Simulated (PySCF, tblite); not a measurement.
# C₇H₈O: a rotation path, then NMR shifts on frames

How do NMR shifts of C₇H₈O (`C=CCc1ccoc1`) change as the atoms move?

The runs use tblite 0.8.0 and PySCF 2.14.0, with density-fitted response routines of our own; the level of theory stands in each step. All values are computed, except where a source is named. Atoms count from 0, in the outputs and in this text.

## (1) Starting geometry

16 atoms, charge 0, multiplicity 1; geometry from: GFN2-xTB.

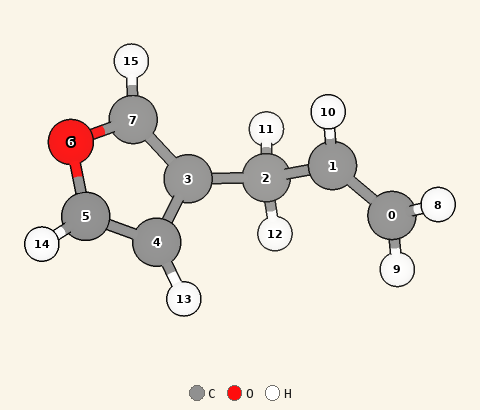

As it starts; carbon grey, oxygen red, hydrogen white, atoms numbered.

## (2) A band between two rotamers with GFN2-xTB

Job settings and geometry (Å):

```
{"job": {"kind": "neb", "xc": "GFN2-xTB", "basis": "xTB", "atoms": [7, 3, 2, 1], "turn": 120}, "charge": 0, "multiplicity": 1}
C     -2.656077     0.465726    -0.597523
C     -1.739386     0.053926     0.256680
C     -0.682534    -0.964358    -0.056221
C      0.675721    -0.374187     0.144472
C      1.338853     0.538538    -0.721681
C      2.525549     0.828548    -0.127452
O      2.646344     0.171253     1.037355
C      1.522757    -0.551609     1.197060
H     -3.393710     1.203620    -0.331377
H     -2.713149     0.076815    -1.601485
H     -1.698129     0.460346     1.258961
H     -0.799450    -1.823169     0.610096
H     -0.790445    -1.302024    -1.088614
H      0.971315     0.914599    -1.654113
H      3.339319     1.462274    -0.419924
H      1.445423    -1.151354     2.082356
```

Method: GFN2-xTB climbing-image nudged elastic band, gas phase.

Started as:

```console
> OMP_NUM_THREADS=1 python probes_run.py task.json out
```

The driver reads the jobs from task.json and runs them one after another.

The program printed:

```text
image   E - E0 / eV
  0       0.0000
  1       0.0019
  2       0.0118
  3       0.0293
  4       0.0492
  5       0.0560
  6       0.0384
  7       0.0146
  8       0.0060
```

It took 8.4 s on 1 thread of AMD EPYC, shared host; peak memory 0.18 GiB.

The final band, with the dihedral C7–C3–C2–C1:

| image | dihedral (°) | energy (eV) | energy (kcal/mol) |
| --- | --- | --- | --- |
| 0 | 102 | 0.000 | 0.0 |
| 1 | 120 | 0.002 | 0.0 |
| 2 | 139 | 0.012 | 0.3 |
| 3 | 159 | 0.029 | 0.7 |
| 4 | 178 | 0.049 | 1.1 |
| 5 | 197 | 0.056 | 1.3 |
| 6 | 217 | 0.038 | 0.9 |
| 7 | 236 | 0.015 | 0.3 |
| 8 | 255 | 0.006 | 0.1 |

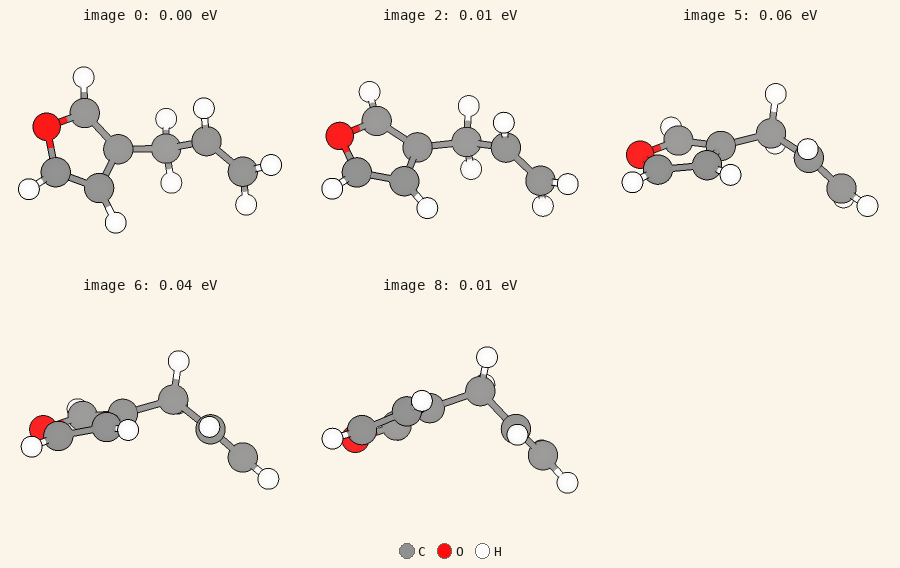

Images along the band.

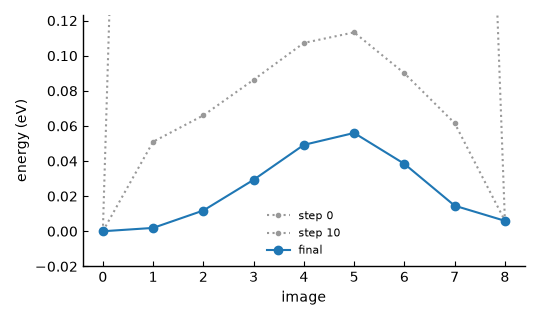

Energy along the band, early and final.

## (3) Shielding tensors: image 0, PBE0/pcSseg-1

Job settings and geometry (Å):

```
{"job": {"kind": "nmr", "xc": "PBE0", "basis": "pcSseg-1", "pop": false}, "charge": 0, "multiplicity": 1}
C     -2.656100     0.465700    -0.597500
C     -1.739400     0.053900     0.256700
C     -0.682500    -0.964400    -0.056200
C      0.675700    -0.374200     0.144500
C      1.338900     0.538500    -0.721700
C      2.525500     0.828500    -0.127500
O      2.646300     0.171300     1.037400
C      1.522800    -0.551600     1.197100
H     -3.393700     1.203600    -0.331400
H     -2.713100     0.076800    -1.601500
H     -1.698100     0.460300     1.259000
H     -0.799400    -1.823200     0.610100
H     -0.790400    -1.302000    -1.088600
H      0.971300     0.914600    -1.654100
H      3.339300     1.462300    -0.419900
H      1.445400    -1.151400     2.082400
```

With the program's defaults for keys left out, this is: GIAO PBE0/pcSseg-1 NMR shielding, non-relativistic, gas phase.

The program printed:

```text
coarse grid: 13648 points
cycle   1  E = -346.1707354195  dE =  1.436e+00  |g| = 4.750e-01  |ddm| = 3.730e+00
cycle   2  E = -346.1614289822  dE =  9.306e-03  |g| = 5.453e-01  |ddm| = 8.538e-01
cycle   3  E = -346.2235939572  dE = -6.216e-02  |g| = 7.689e-02  |ddm| = 4.295e-01
cycle   4  E = -346.2246047277  dE = -1.011e-03  |g| = 2.710e-02  |ddm| = 6.326e-02
cycle   5  E = -346.2247494857  dE = -1.448e-04  |g| = 7.075e-03  |ddm| = 2.330e-02
cycle   6  E = -346.2247559614  dE = -6.476e-06  |g| = 4.578e-03  |ddm| = 1.033e-02
cycle   7  E = -346.2247608345  dE = -4.873e-06  |g| = 5.809e-04  |ddm| = 4.107e-03
final grid: 132640 points
cycle   8  E = -346.2831369115  dE = -3.117e-05  |g| = 1.118e-02  |ddm| = 3.551e-02
cycle   9  E = -346.2831031817  dE =  3.373e-05  |g| = 1.750e-02  |ddm| = 1.943e-02
cycle  10  E = -346.2831608376  dE = -5.766e-05  |g| = 2.713e-03  |ddm| = 1.322e-02
cycle  11  E = -346.2831625448  dE = -1.707e-06  |g| = 3.237e-04  |ddm| = 2.369e-03
cycle  12  E = -346.2831625631  dE = -1.824e-08  |g| = 1.561e-04  |ddm| = 3.757e-04
cycle  13  E = -346.2831625691  dE = -6.010e-09  |g| = 2.538e-05  |ddm| = 1.563e-04
cycle  14  E = -346.2831625692  dE = -1.058e-10  |g| = 1.518e-05  |ddm| = 3.258e-05
converged SCF energy = -346.2831625692

GIAO shielding tensors (ppm)
atom      isotropic    diamagn.    paramagn.     s11        s22        s33       span
  0 C       67.385     253.281    -185.896    -41.165     86.051    157.269    198.434
  1 C       37.278     256.197    -218.919    -85.927     48.660    149.100    235.027
  2 C      150.963     243.318     -92.354    135.501    148.853    168.536     33.035
  3 C       55.262     259.262    -204.000    -26.924     40.583    152.128    179.052
  4 C       67.932     250.059    -182.127    -21.092     68.073    156.815    177.907
  5 C       38.723     255.586    -216.863    -38.745     47.194    107.720    146.465
  6 O       38.043     398.317    -360.274   -103.090    -38.579    255.798    358.887
  7 C       43.462     253.988    -210.526    -29.053     56.055    103.384    132.437
  8 H       26.515      28.958      -2.443     23.535     25.490     30.519      6.984
  9 H       26.227      31.075      -4.848     22.589     25.932     30.162      7.573
 10 H       25.683      31.801      -6.118     22.443     25.255     29.352      6.909
 11 H       28.279      29.972      -1.693     23.840     27.830     33.167      9.328
 12 H       28.546      31.028      -2.482     25.368     27.552     32.718      7.350
 13 H       25.130      32.882      -7.752     23.012     24.736     27.642      4.630
 14 H       24.240      30.137      -5.896     21.427     25.195     26.099      4.671
 15 H       24.333      32.346      -8.013     21.527     24.738     26.736      5.209
```

It took 49 s on 1 thread of AMD EPYC, shared host; peak memory 0.79 GiB.

The references, computed at this level on geometries of the same kind, shield at (ppm): 1H TMS 31.72, 13C TMS 186.9, 17O H2O 336.1. Their shielding less the atom's gives the shift. The references are single molecules in the gas phase, so shifts against H2O, NH3, PH3, H3PO4 or CFCl3 are not on the usual liquid scales and can be off by tens of ppm. Each atom is listed at this fixed geometry, with no averaging over motion; a spectrum would average atoms that exchange fast.

| atoms | environment | σ (ppm) | δ (ppm) |
| --- | --- | --- | --- |
| C1 | alkene CH | 37.3 | 149.6 |
| C5 | aromatic CH next to the ring oxygen | 38.7 | 148.2 |
| C7 | aromatic CH next to the ring oxygen | 43.5 | 143.5 |
| C3 | substituted aromatic carbon | 55.3 | 131.7 |
| C0 | terminal =CH2 carbon | 67.4 | 119.5 |
| C4 | aromatic CH | 67.9 | 119.0 |
| C2 | sp3 CH2 on an aromatic ring | 151.0 | 36.0 |
| H14 | hydrogen on an aromatic CH next to the ring oxygen | 24.24 | 7.48 |
| H15 | hydrogen on an aromatic CH next to the ring oxygen | 24.33 | 7.38 |
| H13 | hydrogen on an aromatic CH | 25.13 | 6.59 |
| H10 | hydrogen on an alkene CH | 25.68 | 6.03 |
| H9 | hydrogen on a terminal =CH2 carbon | 26.23 | 5.49 |
| H8 | hydrogen on a terminal =CH2 carbon | 26.51 | 5.20 |
| H11 | hydrogen on an sp3 CH2 on an aromatic ring | 28.28 | 3.44 |
| H12 | hydrogen on an sp3 CH2 on an aromatic ring | 28.55 | 3.17 |
| O6 | aromatic ring oxygen | 38.0 | 298.0 |

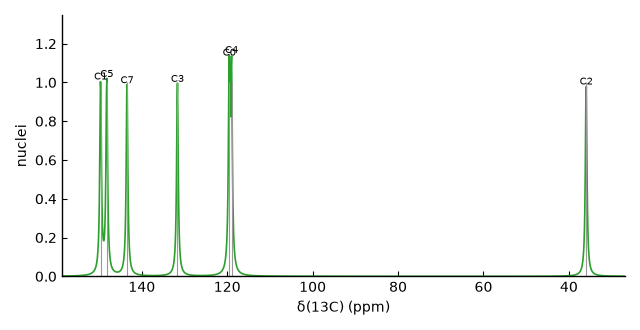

13C lines at the computed shifts, without couplings. Lines are broadened to a width of 0.45 ppm (Lorentzian).

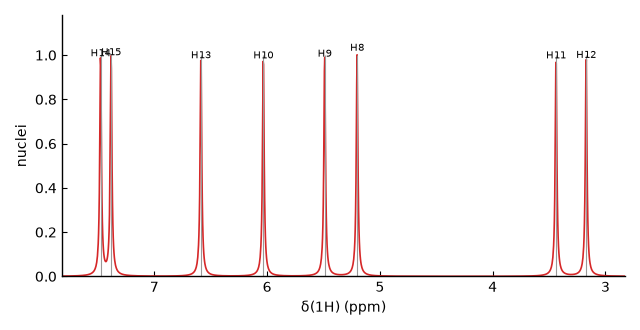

1H lines at the computed shifts, without couplings. Lines are broadened to a width of 0.02 ppm (Lorentzian).

Ring of atoms C3, C4, C5, O6, C7: NICS(0) -11.9, NICS(1) -10.3, NICS(1)zz -26.4 ppm (means of both faces).

## (4) NMR shieldings: image 2, PBE0/pcSseg-1

Job settings and geometry (Å):

```
{"job": {"kind": "nmr", "xc": "PBE0", "basis": "pcSseg-1", "pop": false}, "charge": 0, "multiplicity": 1}
C     -2.607000     0.392700    -0.816300
C     -1.728200     0.202600     0.148200
C     -0.733300    -0.918000     0.178200
C      0.662100    -0.380500     0.238800
C      1.169000     0.749900    -0.460500
C      2.468600     0.875400    -0.084100
O      2.806100    -0.089200     0.787300
C      1.708300    -0.843300     0.979300
H     -3.295000     1.221100    -0.813500
H     -2.675900    -0.280100    -1.655600
H     -1.670100     0.889900     0.982500
H     -0.902800    -1.545100     1.058100
H     -0.854400    -1.546600    -0.709000
H      0.626800     1.371100    -1.143700
H      3.226000     1.587000    -0.348100
H      1.792400    -1.678000     1.646900
```

Method: GIAO PBE0/pcSseg-1 NMR shielding, non-relativistic, gas phase.

The program printed:

```text
coarse grid: 13648 points
cycle   1  E = -346.1708304453  dE =  1.435e+00  |g| = 4.722e-01  |ddm| = 3.740e+00
cycle   2  E = -346.1619160603  dE =  8.914e-03  |g| = 5.412e-01  |ddm| = 8.508e-01
cycle   3  E = -346.2228996812  dE = -6.098e-02  |g| = 7.780e-02  |ddm| = 4.357e-01
cycle   4  E = -346.2239246428  dE = -1.025e-03  |g| = 2.746e-02  |ddm| = 6.437e-02
cycle   5  E = -346.2240708516  dE = -1.462e-04  |g| = 7.750e-03  |ddm| = 2.439e-02
cycle   6  E = -346.2240800716  dE = -9.220e-06  |g| = 4.456e-03  |ddm| = 1.075e-02
cycle   7  E = -346.2240847122  dE = -4.641e-06  |g| = 6.427e-04  |ddm| = 3.970e-03
final grid: 132640 points
cycle   8  E = -346.2830360873  dE = -3.102e-05  |g| = 1.123e-02  |ddm| = 3.415e-02
cycle   9  E = -346.2830035046  dE =  3.258e-05  |g| = 1.740e-02  |ddm| = 1.975e-02
cycle  10  E = -346.2830602504  dE = -5.675e-05  |g| = 2.765e-03  |ddm| = 1.333e-02
cycle  11  E = -346.2830620082  dE = -1.758e-06  |g| = 3.415e-04  |ddm| = 2.441e-03
cycle  12  E = -346.2830620283  dE = -2.008e-08  |g| = 1.684e-04  |ddm| = 3.959e-04
cycle  13  E = -346.2830620354  dE = -7.049e-09  |g| = 2.824e-05  |ddm| = 1.777e-04
cycle  14  E = -346.2830620355  dE = -1.373e-10  |g| = 1.563e-05  |ddm| = 3.202e-05
converged SCF energy = -346.2830620355

GIAO shielding tensors (ppm)
atom      isotropic    diamagn.    paramagn.     s11        s22        s33       span
  0 C       64.552     253.481    -188.929    -47.654     83.888    157.423    205.077
  1 C       39.837     256.286    -216.449    -83.877     46.751    156.636    240.513
  2 C      152.004     243.271     -91.267    139.041    149.306    167.664     28.624
  3 C       55.693     259.570    -203.877    -26.278     43.160    150.195    176.473
  4 C       68.607     249.934    -181.327    -22.423     67.439    160.804    183.227
  5 C       39.133     256.041    -216.908    -38.159     47.625    107.933    146.093
  6 O       36.925     398.370    -361.445   -102.726    -42.100    255.602    358.328
  7 C       43.178     253.432    -210.253    -30.543     56.229    103.849    134.391
  8 H       26.262      29.014      -2.752     23.073     25.530     30.183      7.110
  9 H       26.138      30.992      -4.854     22.382     25.848     30.184      7.802
 10 H       25.521      31.868      -6.347     22.423     25.395     28.745      6.322
 11 H       28.194      29.988      -1.794     23.229     28.170     33.182      9.952
 12 H       28.419      30.463      -2.043     24.873     27.335     33.050      8.176
 13 H       25.057      32.895      -7.838     22.545     24.313     28.312      5.766
 14 H       24.238      30.330      -6.092     21.406     25.195     26.113      4.707
 15 H       24.302      31.952      -7.651     21.442     24.757     26.707      5.265
```

Wall time 47 s (1 thread of AMD EPYC, shared host); peak memory 0.88 GiB.

In short: δ C5 147.8, C1 147.1, C7 143.7, C3 131.2, H14 7.48, H15 7.42 ppm.

[end of part 1 of 2]
